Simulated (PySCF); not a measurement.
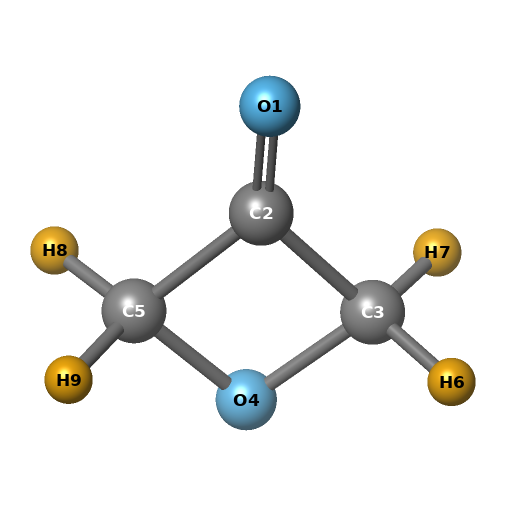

The geometry was computed by an optimisation with GFN2-xTB. No frequency run is at hand to confirm it as a minimum. Method: B3LYP/pcJ-1 indirect spin-spin coupling, non-relativistic, gas phase (PySCF 2.14.0). Isotopes: 13C, 1H, 17O.

Give the spin–spin coupling constants of these pairs, with the number of bonds between them: O4/H9, O1/H6, O1/H8, C5/H7.

```tsv
pair	bonds apart	J (Hz)
O4, H9	2	−7.5
O1, H6	3	−1.4
O1, H8	3	−1.4
C5, H7	3	3.1
```
